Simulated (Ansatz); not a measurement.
**Fields on a plane of Li (space group R-3m)**

```
Li
1.0
    1.49401     0.86257     7.35389
   -1.49401     0.86257     7.35389
    0.00000    -1.72513     7.35389
Li
3
Direct
  0.77776   0.77776   0.77776
  0.22224   0.22224   0.22224
  0.00000   0.00000   0.00000
```

The slice is a (-1 1 0 4) plane (indices of the conventional cell) through the point (0.222, 0.222, 0.222) (fractional), spanned by u = [1 0 -1] and v = [1 -1 1] in vectors of this cell: u (2.99 Å) and v (8.12 Å, at 90° to u). It covers one period; positions are fractions (u, v).

Atoms on it: Li at (0.00, 0.00). Other atoms lie within 1 Å of the plane.

Method: LDA (plane waves to 420 eV, PAW, scalar-relativistic; Ansatz, a program for electronic structure). k mesh 18×18×18. Near the nuclei the fields are pseudised (PAW); where an atom keeps semicore shells as valence, they peak there. Li was relaxed with its symmetry unable to fall. This is one of several known forms of Li; the measured ambient cells at hand have space group No. 229.

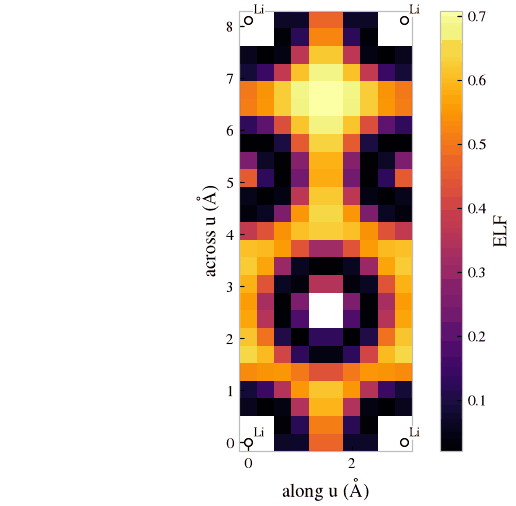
Figure. Electron localisation function (ELF), one period of the plane, atoms marked. Points within 0.5 Å of a nucleus are left white, as the pseudised field means little there.

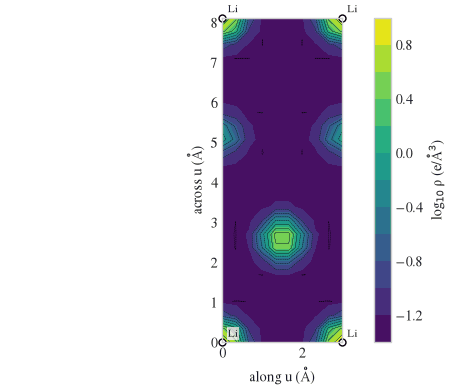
*Log₁₀ of the valence density in e/Å³, one period of the plane, atoms marked. The scale is logarithmic, as a density can span decades between atoms and voids.*
